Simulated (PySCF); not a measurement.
## Run report: C$_{5}$H$_{4}$ClS, EPR calculation

System: C$_{5}$H$_{4}$ClS, multiplicity 2.
Method: UKS B3LYP, pcH-1 on C Cl H S, non-relativistic, mean-field spin-orbit, GIAO (PySCF 2.14.0).

It belongs to a series of runs on one base structure; here: H removed from sp3 C.

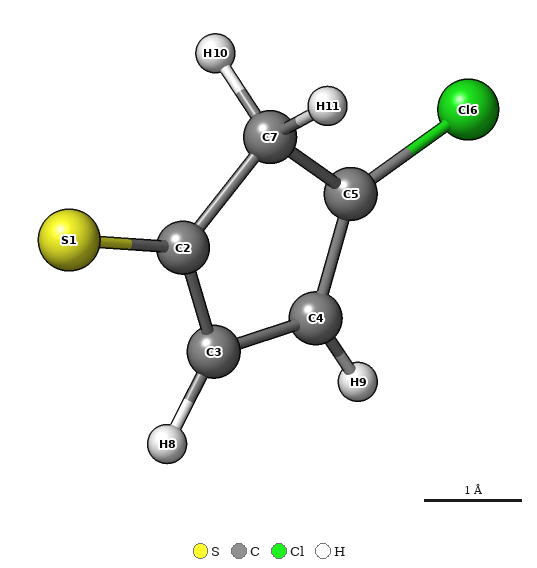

The structure (ball-and-stick view, seen at a tilt; atoms are numbered from 1 in the order of the input). Bond lengths as drawn: C–C 1.36 to 1.51 Å, C–Cl 1.70 Å, C–H 1.07 to 1.09 Å and C–S 1.68 Å.

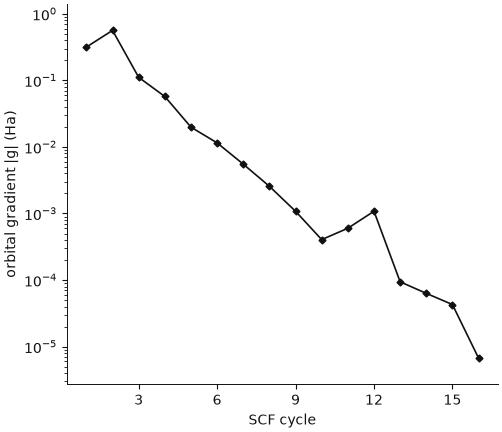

Convergence of the self-consistent field: orbital gradient |g| against the SCF cycle. All cycles printed in the log are drawn one after another.

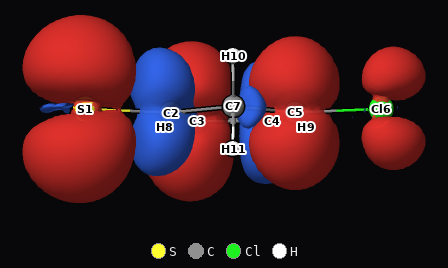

Isosurfaces of the spin density at +0.01 (red) and −0.01 e/Å³ (blue), seen from the side. The unpaired spin (1 electron) lies mostly on S1 (about 0.5), C3 (about 0.2) and C5 (about 0.2), in electrons by Hirshfeld's partition.

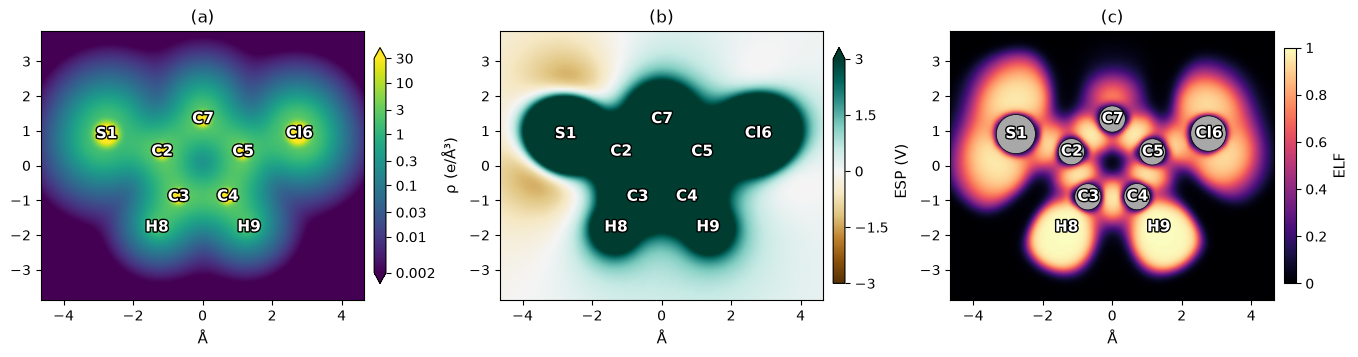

(a) electron density; (b) molecular electrostatic potential; (c) electron localisation function on the plane of atoms C2, C3 and H8. Grey discs, where drawn, cover atomic cores. The section cuts through S, C, Cl and H sites.

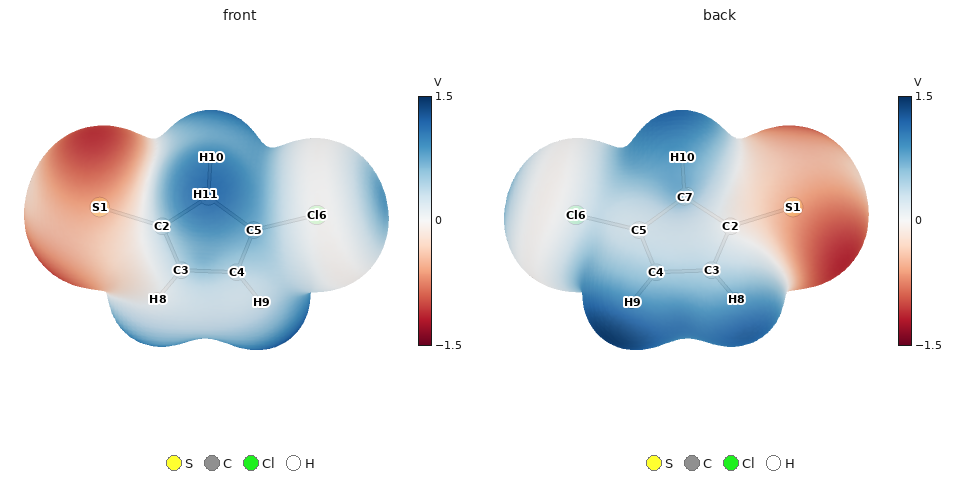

The molecular electrostatic potential painted on the density surface at 0.002 e/bohr³, seen at a tilt and from behind; the colour scale runs from red (negative) to blue (positive). A positive charge is drawn to the negative regions and a negative charge to the positive ones.

The input that produced these results follows, with the program's output.

Input file:
```
{"job": {"kind": "epr", "basis": "pcH-1"}, "charge": 0, "multiplicity": 2}
S      2.770562    -0.574834     0.350775
C      1.174492    -0.138294     0.089867
C      0.702976     0.997815    -0.540319
C     -0.712505     0.987297    -0.554799
C     -1.154879    -0.143721     0.060113
Cl    -2.769461    -0.613883     0.294735
C     -0.002794    -0.966734     0.529213
H      1.320095     1.772392    -0.956152
H     -1.328557     1.754826    -0.985753
H      0.013336    -1.959487     0.075110
H     -0.007840    -1.112706     1.611247
```

The first line tells a small driver script what to run in PySCF; the rest is the geometry in Å.

Command:
```bash
OMP_NUM_THREADS=1 python <driver script> task.json out
```

Log:
```
UKS, coarse grid
  cycle   1  E = -1051.23793991  |g| = 3.16e-01
  cycle   2  E = -1051.10159985  |g| = 5.63e-01
  cycle   3  E = -1051.29001453  |g| = 1.11e-01
  cycle   4  E = -1051.29555192  |g| = 5.72e-02
  cycle   5  E = -1051.29737364  |g| = 1.98e-02
  cycle   6  E = -1051.29764775  |g| = 1.15e-02
  cycle   7  E = -1051.29778465  |g| = 5.51e-03
  cycle   8  E = -1051.29782279  |g| = 2.56e-03
  cycle   9  E = -1051.29783133  |g| = 1.08e-03
  cycle  10  E = -1051.29783143  |g| = 4.05e-04
UKS, final grid
  cycle   1  E = -1051.29785376  |g| = 6.00e-04
  cycle   2  E = -1051.29785334  |g| = 1.08e-03
  cycle   3  E = -1051.29785402  |g| = 9.41e-05
  cycle   4  E = -1051.29785403  |g| = 6.31e-05
  cycle   5  E = -1051.29785403  |g| = 4.29e-05
  cycle   6  E = -1051.29785404  |g| = 6.72e-06
E = -1051.29785404 Eh   <S^2> = 0.7797 (exact 0.7500)
g shifts (ppm)      1          2          3
  rmc          -205       -205       -205
  gc             -8         42         44
  oz_so        -163       8537      66708
  total        -376       8375      66548
hyperfine (MHz)  atom isotope    a_iso     a_fc   dipolar eigenvalues
    0   33S      11.31      11.31    -49.25    -48.84     98.09
    1   13C     -26.01     -26.01    -12.87      4.94      7.93
    2   13C      31.89      31.89    -30.51    -30.03     60.54
    3   13C     -26.52     -26.52    -15.08      7.03      8.05
    4   13C      36.86      36.86    -30.99    -30.02     61.02
    5  35Cl       2.83       2.83    -13.90     -9.40     23.30
    6   13C      -7.40      -7.40     -0.51      0.05      0.46
    7    1H     -25.56     -25.56    -13.29     -1.47     14.76
    8    1H       5.94       5.94     -2.92     -0.03      2.95
    9    1H       1.64       1.64     -2.91      0.62      2.30
   10    1H       1.66       1.66     -2.91      0.61      2.30
```

Summary:

| quantity | value |
| --- | --- |
| outcome | converged |
| total energy | −1051.297854 hartree |
| ⟨S²⟩ | 0.780 |
| isotropic g | 2.0272 |
| hardware | 1 CPU thread, shared host |
| wall time | 56 s |
| peak memory | 0.91 GiB |

Remarks:

Checks after the run noted: orbitally degenerate or nearly so: second-order g, spin-orbit hyperfine and D do not apply.
